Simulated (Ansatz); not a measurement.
# F2GeH4Si: what the fields show

```yaml
atoms:
  - { symbol: F, position_ang: [1.5625, -0.9310, 1.4550] }
  - { symbol: Ge, position_ang: [1.1409, -0.0391, 0.0275] }
  - { symbol: F, position_ang: [1.6666, 1.5784, 0.3719] }
  - { symbol: Si, position_ang: [-1.2373, -0.0272, -0.1735] }
  - { symbol: H, position_ang: [2.0609, -0.5588, -1.0884] }
  - { symbol: H, position_ang: [-1.6958, -1.4238, -0.3761] }
  - { symbol: H, position_ang: [-1.6028, 0.8055, -1.3459] }
  - { symbol: H, position_ang: [-1.8028, 0.5390, 1.0737] }
```

Geometry: PBE0-D4/def2-TZVP.

Theory: Ansatz 0.2.0, RKS PBE0-D4/def2-TZVPP.

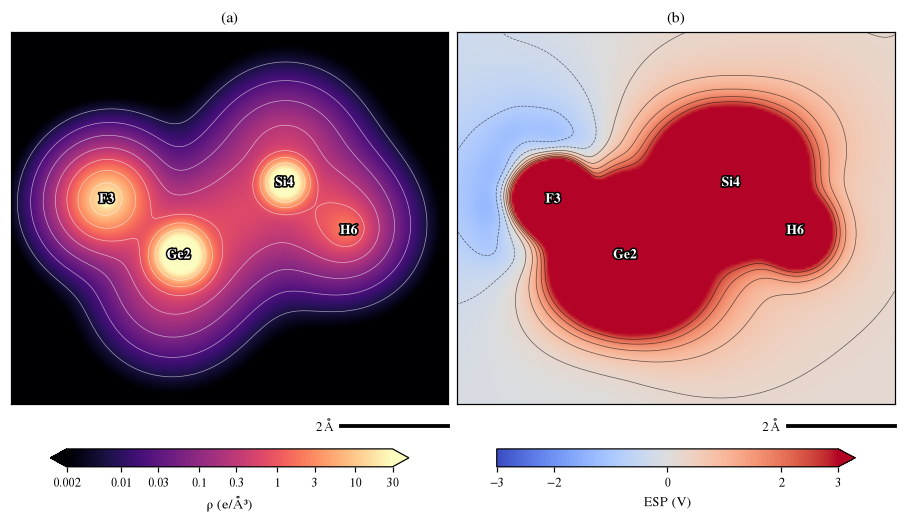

Figure 1. (a) electron density; (b) electrostatic potential on the plane of atoms Ge2, Si4 and H6.

Q: What do the fields say about this system?

A: Atoms in the plane: Ge, F, Si and H.
Ge–F (1.74 Å): the density is about 0.97 e/Å³ at the midpoint.
Si–Ge (2.39 Å): ρ is about 0.62 e/Å³ halfway.
Si–H (1.48 Å): ρ at the midpoint is about 0.81 e/Å³.
Outside the dense part of the molecule the potential is most negative (−1.3 V) near F3.

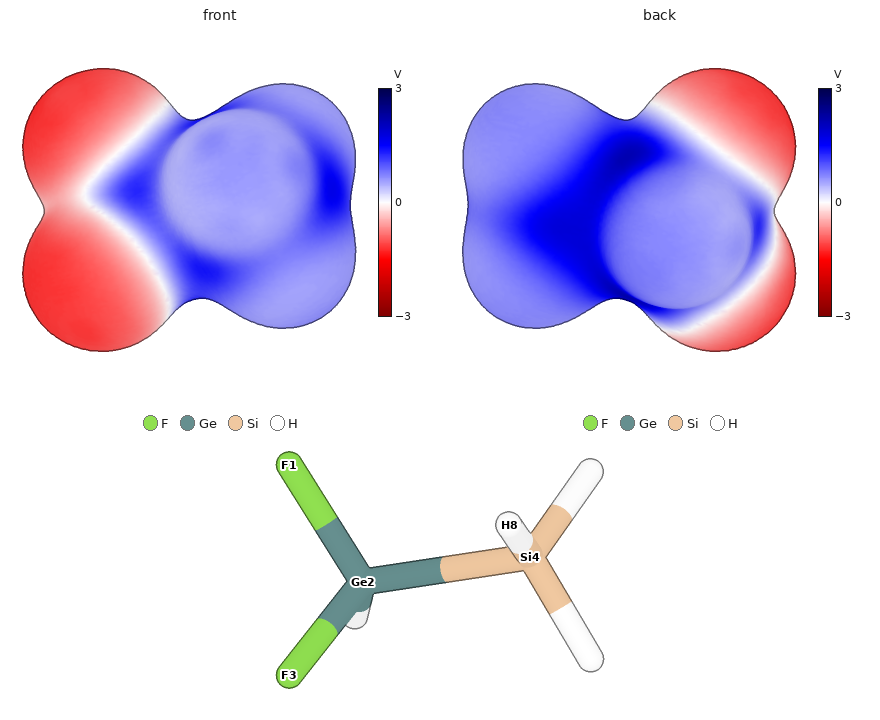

Figure 2. The molecular electrostatic potential painted on the density surface at 0.002 e/bohr³, seen from the front and from behind; the colour scale runs from red (negative) to blue (positive). The bare structure is drawn below in the same view.

Q: Which sites attract a positive test charge, and which a negative one?

A: A positive charge is drawn to the negative regions and a negative charge to the positive ones. The most negative region (about −1.2 V) lies over F1 and F3, the most positive (about +2.0 V) over Ge2.

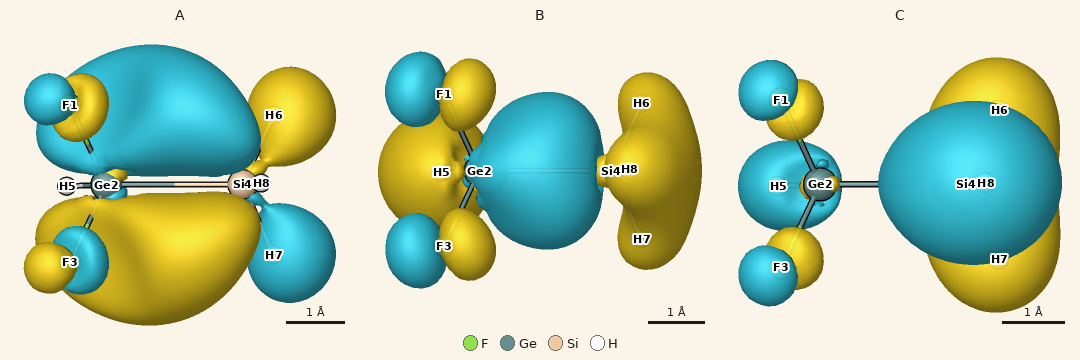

Figure 3. Three frontier orbitals at ±0.08 Å⁻³ᐟ² (yellow and cyan are the two phases), in no order.

Q: Order the three orbitals by energy and name them.

A: C is the HOMO−1 (−10.55 eV). Its weight (Hirshfeld) is mainly on Si4 (about 40 %), H8 (about 30 %), H6 (about 10 %) and H7 (about 10 %). B is the HOMO (−8.80 eV). It lies mainly on Ge2 (about 30 %), Si4 (about 30 %), H5 (about 15 %), F1 (about 10 %) and F3 (about 10 %). A is the LUMO (−0.62 eV). It lies mainly on Ge2 (about 45 %), Si4 (about 25 %), F1 (about 5 %) and F3 (about 5 %).

Q: What is the HOMO–LUMO gap?

A: 8.18 eV between the orbital energies.
